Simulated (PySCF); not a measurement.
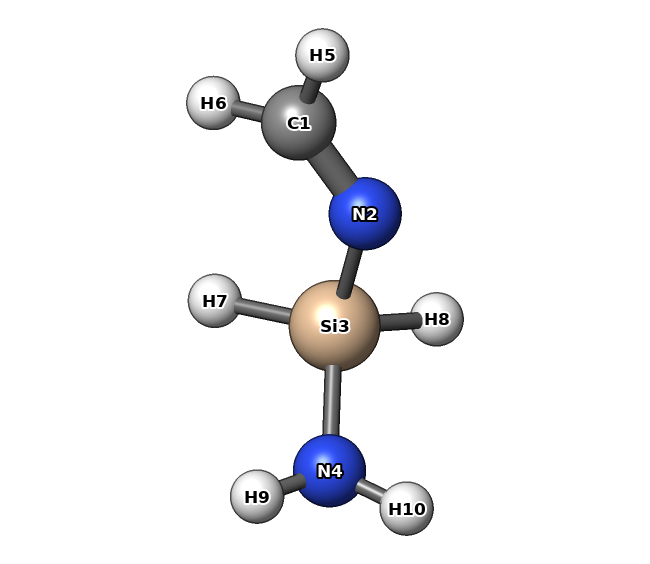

The thickness of each stick grows with its Mayer bond order. The geometry was computed by an optimisation with PBE0-D3(BJ)/def2-SVP. No frequency run is at hand to confirm it as a minimum. Computed with PBE0/6-31G (PySCF 2.14.0).

### Which bond has the highest Mayer bond order?

C1–N2, 1.90, at a length of 1.261 Å.

List the Mayer bond orders of C1–N2, C1–H5, C1–H6, N2–Si3, Si3–N4, Si3–H7, Si3–H8, N4–H9, N4–H10.

```
  bond  Mayer order  length (Å)
 C1–N2         1.90       1.261
 C1–H5         0.90       1.107
 C1–H6         0.88       1.114
N2–Si3         0.78       1.765
Si3–N4         0.93       1.722
Si3–H7         0.89       1.501
Si3–H8         0.92       1.490
 N4–H9         0.85       1.014
N4–H10         0.85       1.014
```
